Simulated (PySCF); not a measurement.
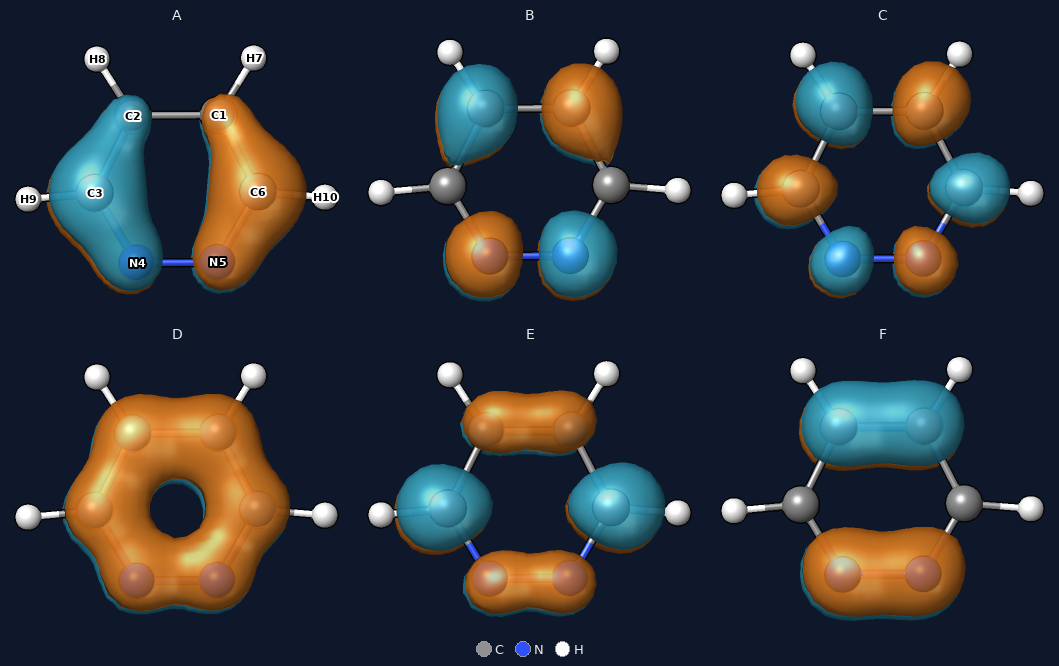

Figure. C4H4N2, SMILES `c1ccnnc1`. Natural orbitals of the π active space, CASSCF(6,6), singlet state, in random order.

Computed with PySCF, def2-SVP basis, geometry: GFN2-xTB. No frequency check shows the geometry to be a minimum.

The calculation's input:

```python
import numpy as np
from pyscf import gto, scf, dft, mcscf, mrpt
from pyscf.mcscf import avas

def solve(mol, dm0=None, hcore=None):
    mf = scf.ROHF(mol) if mol.spin else scf.RHF(mol)
    mf = mf.density_fit(auxbasis='def2-universal-jkfit')
    mf.conv_tol, mf.max_cycle = 1e-8, 80
    if hcore is not None:
        mf.get_hcore = lambda *args: hcore
    mf.kernel(dm0)
    if not mf.converged:
        mf = mf.newton().run(mf.mo_coeff, mf.mo_occ, max_cycle=30)
    assert mf.converged, 'SCF not converged'
    return mf

mol = gto.M(atom='''
C      0.69030     1.17017     0.00000
C     -0.69030     1.17017     0.00000
C     -1.31735    -0.07533     0.00000
N     -0.64929    -1.21206     0.00000
N      0.64929    -1.21206     0.00000
C      1.31735    -0.07533     0.00000
H      1.26333     2.08527     0.00000
H     -1.26333     2.08527     0.00000
H     -2.39425    -0.16986     0.00000
H      2.39425    -0.16986     0.00000
''', basis='def2-svp', charge=0, spin=0, verbose=4)
mf = solve(mol)
ncas, nel, orbs = avas.avas(mf, ['C 2pz', 'N 2pz'], threshold=0.5, openshell_option=3)
print('active space', nel, ncas)
assert 2 <= ncas <= 10, 'active space too large or empty'
mc = mcscf.CASSCF(mf, ncas, nel)
mc.natorb, mc.max_cycle_macro = True, 60
mc.fix_spin_(ss=mol.spin / 2 * (mol.spin / 2 + 1))
mc.kernel(orbs)
occ = mc.mo_occ[mc.ncore:mc.ncore + ncas]
print('natural occupations', occ.round(4))
e2 = mrpt.NEVPT(mc).kernel()
out = dict(c=mc.mo_coeff[:, mc.ncore:mc.ncore + ncas], occ=occ, e=mc.e_tot, e2=e2, ehf=mf.e_tot, ok=mc.converged, nel=nel, w0=abs(mc.ci).max() ** 2, dm=mc.make_rdm1())
# the other spin state at the same geometry
other = mol.copy().set(spin=2).build()
mo = scf.ROHF(other).density_fit(auxbasis='def2-universal-jkfit').run()
na = (nel + other.spin) // 2
m2 = mcscf.CASSCF(mo, ncas, (na, nel - na))
m2.natorb = True
m2.fix_spin_(ss=other.spin / 2 * (other.spin / 2 + 1))
m2.kernel(mc.mo_coeff)
e2o = mrpt.NEVPT(m2).kernel()
print('other state above this one / eV: CASSCF', (m2.e_tot - mc.e_tot) * 27.211386, 'NEVPT2', (m2.e_tot + e2o - mc.e_tot - e2) * 27.211386)
np.savez('result.npz', eo=m2.e_tot, e2o=e2o, oko=m2.converged, occo=m2.mo_occ[mc.ncore:mc.ncore + ncas], co=m2.mo_coeff[:, mc.ncore:mc.ncore + ncas], **out)
```

Run with:

```sh
OMP_NUM_THREADS=1 python input.py
```

The run took 29 s on 1 thread of Arm Neoverse V2, on a shared host, peak memory 0.35 GiB.

Which orbitals are strongly, which singly and which weakly occupied?

Answer. Strongly: D (1.96), A (1.90), F (1.89). Weakly: B (0.11), E (0.10), C (0.04). Broadly, orbitals with more nodes between bonded atoms hold fewer electrons.

How multiconfigurational is the state?

Answer. The leading determinant weighs 0.88; the effective number of unpaired electrons, Σ n²(2−n)², is 0.17; the most occupied of the weakly occupied orbitals holds 0.11 e, as in an ordinary closed-shell π system. The active space lowers the energy by 2.25 eV against Hartree–Fock.

Where does the lowest triplet lie relative to the singlet, at this geometry and within this active space?

Answer. 4.74 eV above it by strongly contracted NEVPT2 (+4.10 eV by CASSCF); a small basis tends to put such gaps a few tenths of an eV too high. This is a vertical energy for π states alone; a state that uses lone pairs or σ orbitals may lie lower.
